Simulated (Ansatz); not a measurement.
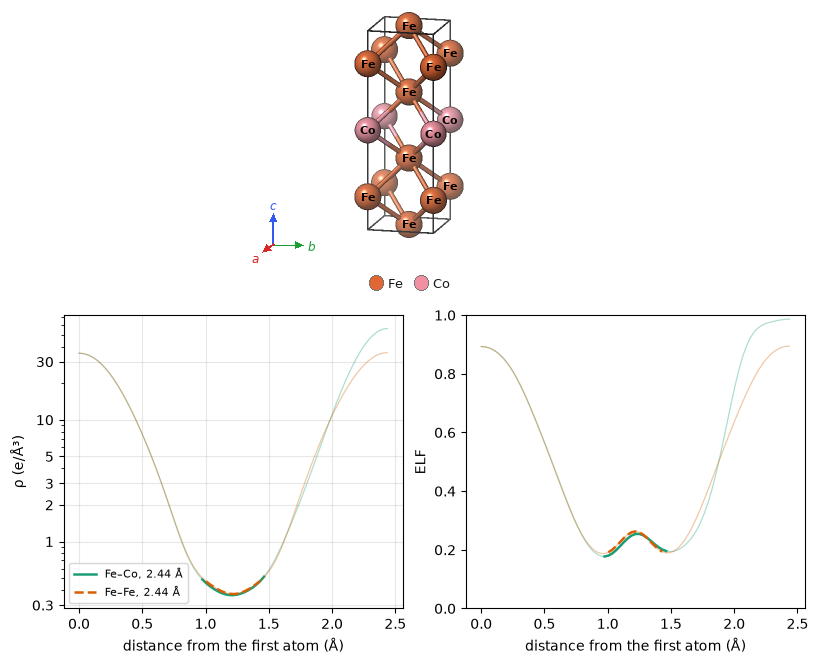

Figure. Fe5Co. Valence electron density and electron localisation function along straight lines between neighbouring atoms. Thin, pale parts lie inside the atomic spheres. The structure is drawn too.

Space group P4/mmm; a structure generated by program, which may or may not match a known phase; changed on purpose from its base cell (volume × 0.97, shape and atoms relaxed); computed pressure about 6 GPa in this cell; spin-polarised.

Computed with Ansatz, DFT PBE, scalar-relativistic, plane waves, PAW.

Core electrons are frozen (PAW), and the valence fields are smoothed inside the atomic spheres.

**Compare the contacts.**

Fe–Co (2.44 Å): ρ is about 0.36 e/Å³ halfway; the ELF is about 0.25 at the midpoint; no localised pair shows between them.
Fe–Fe (2.44 Å): ρ at the midpoint is about 0.37 e/Å³; the ELF is about 0.25 at the midpoint (no shared electron pair shows on this line).
